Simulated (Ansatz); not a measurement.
## TiAl (CuAu type, space group P4/mmm), energy over volume and axial ratio

TiAl (CuAu type, space group P4/mmm)

```
TiAl
1.0
    2.81292     0.00000     0.00000
    0.00000     2.81292     0.00000
    0.00000     0.00000     4.05841
Al Ti
1 1
Cartesian
  1.40646   1.40646   2.02920
  0.00000   0.00000   0.00000
```

Two coordinates are scanned: the volume, and the ratio of the stretch along z (the conventional c axis) to the stretch across it. Atoms keep their fractional coordinates.

All values below come from r2SCAN (plane waves to 500 eV, PAW, scalar-relativistic; Ansatz, a quantum-chemistry and plane-wave program). k mesh 16×16×12 (Γ-centred), Fermi-Dirac smearing 0.05 eV. E stands for the smeared free energy. Stress and pressure are positive under compression. With partly filled bands, the response to shear is sensitive to the k mesh, so small differences along c/a are uncertain. TiAl is run without spin polarisation. TiAl was relaxed with its symmetry unable to fall. ΔE is measured from the relaxed starting cell.

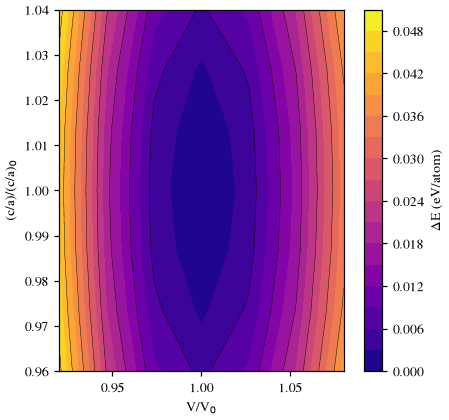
Figure. ΔE (eV/atom) over the 7×7 grid of computed points.

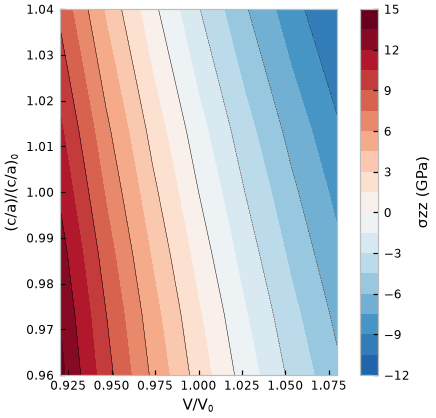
σzz (GPa) over the 7×7 grid of computed points.

Lowest place on the grid: V/V₀ = 1.000, (c/a)/(c/a)₀ = 1.000 (0 meV/atom). Highest place on the grid: V/V₀ = 0.920, (c/a)/(c/a)₀ = 1.040 (50 meV/atom).

(A scan under strain: stresses follow from slopes of the energy per volume, elastic moduli from its curvatures.)
